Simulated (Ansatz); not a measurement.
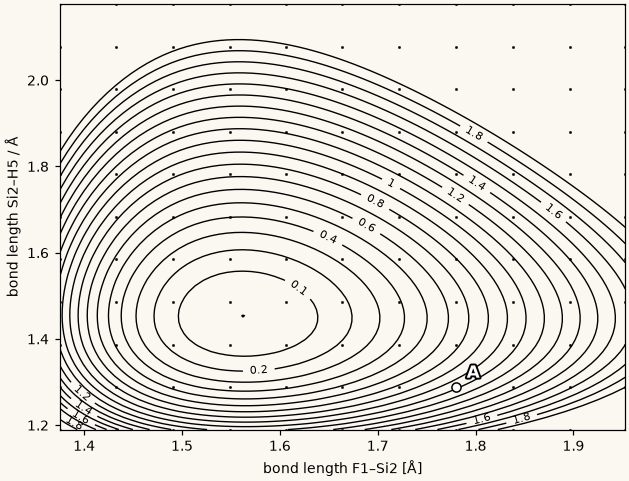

FHOSSi, SMILES F[SiH]1OS1. The first coordinate is: bond length F1–Si2; the second: bond length Si2–H5. Nothing is relaxed (all other coordinates rigid). Grid: 11 × 11 points. Energies: eV, counted from the relaxed molecule at the same level. The reference is spin-restricted, which grows unreliable where a bond is stretched far. Computed with RKS BHLYP-D4/def2-TZVP (Ansatz).

Drawn: contour lines labelled in eV (none above 1.9), dots at the grid points, the point A. Between grid points the surface is interpolated.

Q: Is A at rest? If not, where is it pushed?

A: A, at bond length F1–Si2 = 1.780 Å, bond length Si2–H5 = 1.289 Å, is not a stationary point. The computed force is 4.8 eV for each Å towards smaller values of bond length F1–Si2 and 4.8 eV for each Å towards larger values of bond length Si2–H5.
